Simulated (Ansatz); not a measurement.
# How many bands does the GW gap of Li2MgGeS4 (stannite) (I-42m) need?

Aim: see how the G0W0 gap of Li2MgGeS4 (stannite) (I-42m) on PBEsol moves with empty bands and screening cutoff, and what each rung costs.

Program: Ansatz 0.2.0. Level of theory: G0W0 on PBEsol, plane waves, PAW. Results are calculated unless marked as measured.

The structure was built from a prototype and need not be the compound's stable phase.

### Step 1. Starting point

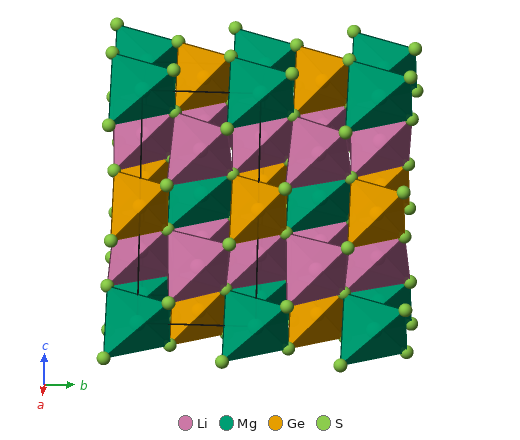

The starting structure, seen slightly off an axis (lithium pink, magnesium teal, germanium orange, sulfur green). 1×2×1 cells are drawn. This picture shows the conventional cell, with its axes. Some periodic images of atoms are drawn too.

The structure was relaxed with PBEsol. The runs that relaxed it are not among those shown. The default PAW set here is soft_2. Its files were made with PBE.

### Step 2. 122 empty bands, screening to 48 eV

Now the one-shot GW correction: screening in the RPA, then the self-energy of the levels asked for.

Contents of input.yaml:

```yaml
crystal:
  lattice:
    - [-2.7180944902, 2.7180944902, 5.5042990216]
    - [2.7180944902, -2.7180944902, 5.5042990216]
    - [2.7180944902, 2.7180944902, -5.5042990216]
  atoms:
    - { symbol: Li, position: [0.75, 0.25, 0.5] }
    - { symbol: Li, position: [0.25, 0.75, 0.5] }
    - { symbol: Mg, position: [0.0, 0.0, 0.0] }
    - { symbol: Ge, position: [0.5, 0.5, 0.0] }
    - { symbol: S, position: [0.8533830743, 0.8533830743, 0.4617170967] }
    - { symbol: S, position: [0.1466169257, 0.6083340224, 0.0] }
    - { symbol: S, position: [0.6083340224, 0.1466169257, 0.0] }
    - { symbol: S, position: [0.3916659776, 0.3916659776, 0.5382829033] }
kpoints:
  mp_grid: { grid: [4, 4, 4] }
hamiltonian:
  xc: pbesol
scf:
  occupations: { method: fixed }
gw:
  n_empty_bands: 122
  ecut_chi: 48
  qp_bands: [v2, c2]
  qp_kpoints: band_edges
  screening: { model: contour_deformation }
```

The run is started by

```console
$ ansatz run input.yaml --threads 4 --pin off --max-ram 17510MiB --backend cpu --events-out ev --progress --plain --runs-dir out
```

Numbers of over 12 decimals in the logs are rounded to 6 here.

What it wrote:

```text
Engine: ansatz 0.2.0, aarch64-unknown-linux-gnu
Pseudopotentials: kind: paw
Pseudopotential: Li, paw, valence charge 3, recommended cutoff 420 eV (normal), Li.paw.azcp
Pseudopotential: Mg, paw, valence charge 10, recommended cutoff 420 eV (normal), Mg.paw.azcp
Pseudopotential: Ge, paw, valence charge 14, recommended cutoff 420 eV (normal), Ge.paw.azcp
Pseudopotential: S, paw, valence charge 6, recommended cutoff 420 eV (normal), S.paw.azcp
Functional definition: PBEsol
  exchange = pbesol_x
  correlation = pbesol_c
Crystal: 8 atoms, lattice volume = 162.664 Å³
Basis set: ecut = 420 eV, 3171 PW (Γ)
Bands: 35, of which v1, the nominal top of the filled ones, is band 27 counted from 1 (26 counted from 0)
Symmetry: 8 space group operations
Space group: I-42m (ITA 121), of the structure as read, at distance tolerance 5.5e-5 Å
k-points: 13 of 64 (time reversal used)
Non-local potential: Li, projectors of the file, l = 0: 3, l = 1: 2, l = 2: 1
Non-local potential: Mg, projectors of the file, l = 0: 3, l = 1: 2, l = 2: 1
Non-local potential: Ge, projectors of the file, l = 0: 2, l = 1: 2, l = 2: 3, l = 3: 1
Non-local potential: S, projectors of the file, l = 0: 2, l = 1: 2, l = 2: 2
PAW form: soft (Blöchl's): semilocal exchange-correlation on the pseudo side does not see the compensation charge
PAW frozen core: Mg, regenerated for the run's functional, and the local potential with it (the file was generated under x = pbe(κ = 0.804, μ = 0.219515), c = pbe(β = 0.066725))
PAW frozen core: Ge, regenerated for the run's functional, and the local potential with it (the file was generated under x = pbe(κ = 0.804, μ = 0.219515), c = pbe(β = 0.066725))
PAW frozen core: S, regenerated for the run's functional, and the local potential with it (the file was generated under x = pbe(κ = 0.804, μ = 0.219515), c = pbe(β = 0.066725))
PAW one-centre angular grid: Li, 110 points (default); XC on 64 Gauss nodes
PAW one-centre angular grid: Mg, 110 points (default); XC on 64 Gauss nodes
PAW one-centre angular grid: Ge, 590 points (default); XC on 64 Gauss nodes
PAW one-centre angular grid: S, 110 points (default); XC on 64 Gauss nodes
Initial density: superposition of atomic densities (neutral atoms: chi_scale 0, normalization atom), corrected by the library's trained network
Initial wavefunctions: pseudopotential atomic-orbital guess
Functional: x = pbesol(κ = 0.804, μ = 0.123457), c = pbesol(β = 0.046)
SCF iter   1: F=—  HF=-10119.441460 eV  |F-HF|=—  |Δ(HF+E_count)|=         —  Δρ=3.47e-3  dr2=3.10e-2  ethr=1.77e-3  ⟨swp⟩=5.0  Hψ=1682  notcnv=0  defer=71
preconditioner: auto → Resta (q_TF=auto, 2.270 Å⁻¹)  ε∞=3.7  [insulator: Δε(μ)=2.552 eV  Ē_g=9.972 eV  n_scr=30 (ndim 8)  ℏωp=16.5 eV  f_vac=0.015  ε∞_Penn≈3.7]
SCF iter   2: F=—  HF=-10119.430921 eV  |F-HF|=—  |Δ(HF+E_count)|=   1.05e-2  Δρ=1.48e-3  dr2=4.67e-3  ethr=5.74e-5  ⟨swp⟩=2.8  Hψ=806  notcnv=0  defer=77
SCF iter   3: F=—  HF=-10119.429891 eV  |F-HF|=—  |Δ(HF+E_count)|=   1.03e-3  Δρ=4.13e-4  dr2=2.95e-4  ethr=8.65e-6  ⟨swp⟩=2.0  Hψ=776  notcnv=0  defer=77
SCF iter   4: F=—  HF=-10119.429886 eV  |F-HF|=—  |Δ(HF+E_count)|=   4.63e-6  Δρ=1.86e-4  dr2=7.64e-5  ethr=5.46e-7  ⟨swp⟩=2.4  Hψ=684  notcnv=0  defer=73
SCF iter   5: F=—  HF=-10119.429910 eV  |F-HF|=—  |Δ(HF+E_count)|=   2.40e-5  Δρ=5.01e-5  dr2=4.49e-6  ethr=1.42e-7  ⟨swp⟩=2.2  Hψ=654  notcnv=0  defer=47
SCF iter   6: F=—  HF=-10119.429915 eV  |F-HF|=—  |Δ(HF+E_count)|=   5.28e-6  Δρ=1.97e-5  dr2=6.26e-7  ethr=8.31e-9  ⟨swp⟩=2.0  Hψ=748  notcnv=0  defer=47
SCF iter   7: F=-10119.429917 eV  HF=-10119.429917 eV  |F-HF|=4.99e-8  |Δ(HF+E_count)|=   1.24e-6  Δρ=4.29e-6  dr2=3.06e-8  ethr=1.85e-10  ⟨swp⟩=10.5  Hψ=2020  notcnv=0
SCF 1 converged in 7 iterations: F = -10119.429917 eV  dr2 = 3.06e-8
  greatest PAW one-centre occupation: 1.000 electrons in one spin orbital (limit 2), on the Mg atom at site 2 (counted from 0), in its partial waves of l = 0
NSCF: frozen V_eff on 13 k-points
G₀W₀ screening: q 1/13
[... further progress lines ...]
NSCF: frozen V_eff on 1 k-points
NSCF: frozen V_eff on 1 k-points
SCF converged after 7 iterations
Free energy (F): -10119.429917 eV
Harris-Foulkes:  -10119.429917 eV  (|F-HF|=4.99e-8)
Internal energy: -10119.429917 eV  (E = F + TS)
E sigma→0 (E₀):  -10119.429917 eV
Fermi energy:    3.322674 eV
--- Per-component energies (eV) ---
  E_band       = -768.718227
  E_kinetic    = 660.747395
  E_local      = -5610.009475  (includes V_loc(G=0)·N_el)
  E_nonlocal   = 566.872181
  E_hartree    = 2240.828454
  E_xc         = -510.355626
  E_vxc        = -480.312508  (∫ρ·V_xc dr)
  E_paw        = -4639.045762  (= ΣΔE_a)
  E_vpaw       = -387.670880  (= ΣTr[D̂ρ^β])
  E_aug_tail   = 0.000300  (compensation charges beyond the density's cutoff)
  E_ewald      = -2829.691980
  E_core_change = 1.224596  (= ΣΔE_core)
  E_smearing   = -0.000000  (= −TS)
  E_closure    = -0.000000  (closes the sum)
  Σ components = -10119.429917   (vs F -10119.429917, Δ=0.00e0)
--- Band table (eV; the first three rows and the last of 13) ---
  k-point 0: bands = [... 23 lower, 2.1825, 3.1107, 3.3106, 3.3106, 5.9111, 6.6084, 8.6706, 8.6706, ... 4 higher]
  k-point 1: bands = [... 23 lower, 2.4536, 2.6685, 2.7273, 3.2900, 6.3575, 8.0253, 8.4015, 8.9482, ... 4 higher]
  k-point 2: bands = [... 23 lower, 2.5527, 3.0364, 3.1084, 3.3227, 5.9164, 7.8906, 8.9310, 9.0856, ... 4 higher]
  k-point 12: bands = [... 23 lower, 2.4321, 2.4321, 2.8442, 2.8442, 6.1564, 6.9034, 6.9034, 7.5819, ... 4 higher]
--- G₀W₀: contour deformation, 6 samples at zero and on the imaginary axis and 2 off it, 64 q-points, 122 empty bands' worth ---
  eigenvalues of the whole cell's RPA ε∞ on this k-mesh (on a slab, of 1 + 4πα/V) = 4.3716, 4.3716, 4.3736; static W/v taken at q = 0 is 0.228716
  gw.qp_kpoints: band_edges: 13 of 13 stored k-points solved, in 1 pass; an edge of the gap read off the rows below is read off those points alone
    ik  band        ε_KS         Σx   Σc(E_QP)       V_xc       Z   E_QP_lin       E_QP  E_QP is
     0    26      3.3106   -18.2648     2.5625   -15.1779  0.7676     2.7822     2.7862  root
     0    27      3.3106   -18.2648     2.5625   -15.1779  0.7676     2.7822     2.7862  root
     0    28      5.9111    -9.1476    -3.2522   -13.4397  0.7997     6.9634     6.9509  root
     0    29      6.6084    -5.4889    -3.3509    -9.5502  0.8110     7.3247     7.3188  root
     1    26      2.7273   -17.7652     2.8155   -14.3116  0.7600     2.0821     2.0892  root
     1    27      3.2900   -18.2307     2.6433   -15.0397  0.7659     2.7378     2.7424  root
     1    28      6.3575    -9.2539    -3.3104   -13.7068  0.7942     7.5171     7.4999  root
     1    29      8.0253    -6.9247    -3.6650   -11.5689  0.7937     9.0209     9.0044  root
     2    26      3.1084   -18.1264     2.8029   -14.7234  0.7611     2.5023     2.5084  root
     2    27      3.3227   -18.0646     2.7606   -14.7181  0.7638     2.7313     2.7368  root
     2    28      5.9164    -9.1742    -3.1907   -13.4720  0.7974     7.0380     7.0234  root
     2    29      7.8906    -7.2406    -3.7313   -11.9946  0.7968     8.9303     8.9132  root
     3    26      3.0116   -17.9294     2.6113   -14.7531  0.7653     2.4416     2.4466  root
     3    27      3.1145   -18.0868     2.5903   -14.9525  0.7661     2.5660     2.5705  root
     3    28      6.5520    -9.9985    -3.3261   -14.5393  0.7897     7.7870     7.7666  root
     3    29      7.4376    -6.0038    -3.4966   -10.3025  0.8036     8.2484     8.2396  root
     4    26      2.8880   -17.8947     2.7843   -14.4952  0.7603     2.2662     2.2728  root
     4    27      3.0819   -17.8645     2.7729   -14.4818  0.7623     2.4660     2.4722  root
     4    28      6.4292    -9.7798    -3.2902   -14.2744  0.7912     7.6531     7.6336  root
     4    29      8.1450    -7.0564    -3.6747   -11.6976  0.7945     9.1271     9.1114  root
     5    26      2.7795   -17.6905     2.7497   -14.3237  0.7610     2.1559     2.1624  root
     5    27      2.8415   -17.7974     2.7358   -14.4549  0.7622     2.2286     2.2348  root
     5    28      6.9444   -10.3245    -3.4737   -15.1383  0.7837     8.3134     8.2845  root
     5    29      8.1702    -7.0030    -3.6561   -11.6413  0.7934     9.1689     9.1524  root
[...]
11    26      2.7729   -17.5715     2.7007   -14.2650  0.7617     2.1608     2.1670  root
    11    27      3.0596   -17.8710     2.7716   -14.4919  0.7617     2.4460     2.4522  root
    11    28      6.4038    -9.4757    -3.2671   -13.9163  0.7921     7.5957     7.5772  root
    11    29      7.7396    -6.4719    -3.5709   -10.9333  0.8006     8.6415     8.6300  root
    12    26      2.8442   -17.6285     2.7331   -14.2794  0.7607     2.2215     2.2281  root
    12    27      2.8442   -17.6285     2.7331   -14.2794  0.7607     2.2215     2.2281  root
    12    28      6.1564    -9.0594    -3.2157   -13.4417  0.7939     7.3402     7.3229  root
    12    29      6.9034    -5.4225    -3.3013    -9.4173  0.8111     7.6024     7.5969  root
```

Run time: 1.7 min. Hardware: 4 threads of Arm Neoverse N1, shared host; peak memory 0.92 GiB.

This step gave:

| Quantity | Value |
| --- | --- |
| bands summed | 149 |
| RPA ε∞ on this mesh (eigenvalues) | 4.372, 4.372, 4.374 |
| plane waves in the screening matrix | 123 |
| q-points in the mesh | 64 |
| G0W0 gap on the mesh | 4.165 eV |
| k of the valence top | 0, 0, 0 |
| k of the conduction bottom | 0, 0, 0 |
| starting gap on the mesh | 2.588 eV |
| Z at the valence top | 0.7676 |
| Z at the conduction bottom | 0.7997 |
| least direct G0W0 gap on the computed points | 4.165 eV |

The gap on the mesh goes from 2.59 eV to 4.16 eV, a correction of +1.58 eV. Between the two edge states, bare exchange in place of the xc potential would open the gap by 7.38 eV, and correlation takes back 5.81 eV.

### Step 3. 485 empty bands, screening to 120 eV

Another rung: the empty bands reach about as high as the screening cutoff, so the two stay in balance.

Changes to input.yaml since step 2:

```diff
@@ -21,4 +21,4 @@
 gw:
-  n_empty_bands: 122
-  ecut_chi: 48
+  n_empty_bands: 485
+  ecut_chi: 120.0
   qp_bands: [v2, c2]
```

What it wrote:

```text
[...]
Crystal: 8 atoms, lattice volume = 162.664 Å³
Basis set: ecut = 420 eV, 3171 PW (Γ)
Bands: 35, of which v1, the nominal top of the filled ones, is band 27 counted from 1 (26 counted from 0)
[... 1 set-up line as in the run before ...]
[...]
k-points: 13 of 64 (time reversal used)
[...]
SCF iter   1: F=—  HF=-10119.441460 eV  |F-HF|=—  |Δ(HF+E_count)|=         —  Δρ=3.47e-3  dr2=3.10e-2  ethr=1.77e-3  ⟨swp⟩=5.0  Hψ=1682  notcnv=0  defer=71
[...]
SCF iter   7: F=-10119.429917 eV  HF=-10119.429917 eV  |F-HF|=4.99e-8  |Δ(HF+E_count)|=   1.24e-6  Δρ=4.29e-6  dr2=3.06e-8  ethr=1.85e-10  ⟨swp⟩=10.5  Hψ=2020  notcnv=0
SCF 1 converged in 7 iterations: F = -10119.429917 eV  dr2 = 3.06e-8
[...]
NSCF: frozen V_eff on 13 k-points
G₀W₀ screening: q 1/13
[... further progress lines ...]
[...]
SCF converged after 7 iterations
Free energy (F): -10119.429917 eV
[...]
Internal energy: -10119.429917 eV  (E = F + TS)
E sigma→0 (E₀):  -10119.429917 eV
Fermi energy:    3.322674 eV
[...]
--- Band table (eV; the first three rows and the last of 13) ---
  k-point 0: bands = [... 23 lower, 2.1825, 3.1107, 3.3106, 3.3106, 5.9111, 6.6084, 8.6706, 8.6706, ... 4 higher]
  k-point 1: bands = [... 23 lower, 2.4536, 2.6685, 2.7273, 3.2900, 6.3575, 8.0253, 8.4015, 8.9482, ... 4 higher]
  k-point 2: bands = [... 23 lower, 2.5527, 3.0364, 3.1084, 3.3227, 5.9164, 7.8906, 8.9310, 9.0856, ... 4 higher]
  k-point 12: bands = [... 23 lower, 2.4321, 2.4321, 2.8442, 2.8442, 6.1564, 6.9034, 6.9034, 7.5819, ... 4 higher]
[...]
bands read: the sum over 512 bands ends inside a degenerate multiplet in 1 slot, whose members it reads at an even weight; the widest, k=8: bands 512 to 513 (counted from 1) at 1/2 each
[...]
0    26      3.3106   -18.2648     2.1047   -15.1779  0.7599     2.3134     2.3285  root
     0    27      3.3106   -18.2648     2.1047   -15.1779  0.7599     2.3134     2.3285  root
     0    28      5.9111    -9.1476    -3.6253   -13.4397  0.7938     6.5824     6.5778  root
     0    29      6.6084    -5.4889    -3.5871    -9.5502  0.8091     7.0850     7.0825  root
     1    26      2.7273   -17.7652     2.3988   -14.3116  0.7531     1.6520     1.6725  root
     1    27      3.2900   -18.2307     2.1896   -15.0397  0.7583     2.2724     2.2887  root
     1    28      6.3575    -9.2539    -3.7256   -13.7068  0.7884     7.0910     7.0848  root
     1    29      8.0253    -6.9247    -4.0038   -11.5689  0.7900     8.6721     8.6656  root
[...]
12    26      2.8442   -17.6285     2.3215   -14.2794  0.7540     1.7971     1.8166  root
    12    27      2.8442   -17.6285     2.3215   -14.2794  0.7540     1.7971     1.8166  root
    12    28      6.1564    -9.0594    -3.6354   -13.4417  0.7882     6.9096     6.9033  root
    12    29      6.9034    -5.4225    -3.5359    -9.4173  0.8090     7.3645     7.3622  root
```

Wall time 19 min (4 threads); peak memory 3.5 GiB; 74 min of CPU time.

Numbers from this step:

* bands summed: 512
* RPA ε∞ on this mesh (eigenvalues): 4.327, 4.327, 4.328
* plane waves in the screening matrix: 461
* q-points in the mesh: 64
* G0W0 gap on the mesh: 4.249 eV
* k of the valence top: 0, 0, 0
* k of the conduction bottom: 0, 0, 0
* starting gap on the mesh: 2.588 eV
* Z at the valence top: 0.7599
* Z at the conduction bottom: 0.7938
* least direct G0W0 gap on the computed points: 4.249 eV

Against the run with 4×4×4 mesh, 122 empty bands, screening to 48 eV, the gap moves by +0.08 eV.

### Step 4. Convergence and cost

Times are wall times on 4 threads of Arm Neoverse N1, shared host, good to a factor of about two.

```csv
mesh,files,frequency,bands summed,cutoff (eV),start (eV),G0W0 (eV),time,host memory (GiB)
4×4×4,default PAW,contour deformation,149,48,2.588,4.165,1.7 min,0.92
4×4×4,default PAW,contour deformation,512,120,2.588,4.249,19 min,3.5
```

How the two edges are built up, in eV (the quasiparticle level is the starting level plus Σx plus Σc less Vxc):

```csv
run,edge,start,Σx,Σc,Vxc,Z,QP
149 bands,valence top,3.31,-18.26,2.56,-15.18,0.77,2.79
149 bands,conduction bottom,5.91,-9.15,-3.25,-13.44,0.80,6.95
512 bands,valence top,3.31,-18.26,2.10,-15.18,0.76,2.33
512 bands,conduction bottom,5.91,-9.15,-3.63,-13.44,0.79,6.58
```

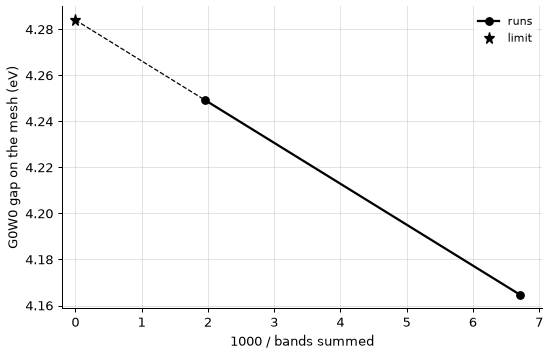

The gap against one over the number of bands; the dashed line carries the two highest rungs to the limit.

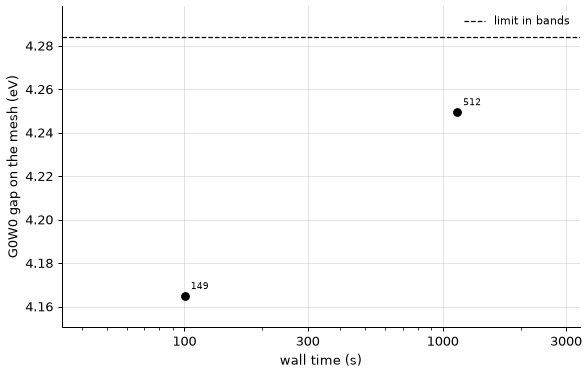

Result against wall time.

### Step 5. What came out

| Property | Result |
| --- | --- |
| 149 bands, 48 eV | 4.165 eV |
| 512 bands, 120 eV | 4.249 eV |
| estimated limit in bands and cutoff | 4.28 eV |
| mesh and start | 4×4×4, PBEsol |

A line in one over the bands through the two rungs gives 4.28 eV, +0.03 eV from the top rung; with two points alone it is an unchecked estimate. The rungs stand 0.12 eV (149 bands) and 0.03 eV (512 bands) from it. From 149 to 512 bands the gap moves by +0.08 eV while the time grows 11-fold. Σc changes by −0.46 eV at the valence top and −0.37 eV at the conduction bottom, so the levels themselves move more than the gap between them. The many-body steps are scalar-relativistic: spin-orbit coupling is not in them.

[Paths, hosts, dates, memory and timing lines, banners, echoed tables and standing remarks are left out of the program output.]

[Logs are printed without paths, hosts, clocks, repeated set-up lines and the standing remarks that a program may print on its own settings, such as how far it seeks lower states.]

[Runs of the session that timed out or met a known fault of the program may be left out.]

[Cells called generated may have been cut or substituted from an entry of the Crystallography Open Database or the Materials Project.]

[Hosts, paths, dates, database ids (printed as entryN), source tags and the programs' standing remarks are cut or masked in the printed files.]
